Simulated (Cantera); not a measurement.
Input: 1 mol Si3N4, 0.24 mol O2, 9.9 mol N2, held at 29.0 Pa.

Cantera equilibrium calculation (NASA polynomials, part measured and part estimated; ideal gas, pure solids and liquids). Candidate condensed phases: Si, SiO2, Si2N2O, Si3N4; 16 gas species. Mutual solubility and eutectic melting of coexisting phases are not modelled. The tables' values for SiN are old estimates; treat these amounts as uncertain. Rates play no part.

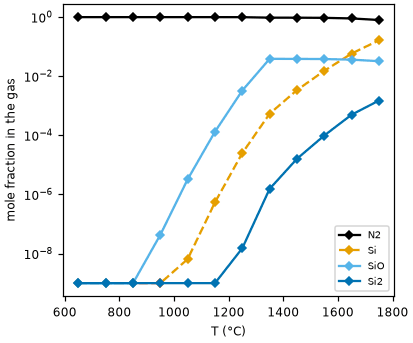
Figure: Equilibrium gas composition (values under 1e-9 drawn at 1e-9)

From 650 °C to 1250 °C the condensed part is Si2N2O(s) + Si3N4(s). At 1350 °C the condensed part is Si(s). From 1450 °C to 1650 °C the condensed part is Si(l). At 1750 °C nothing is condensed.
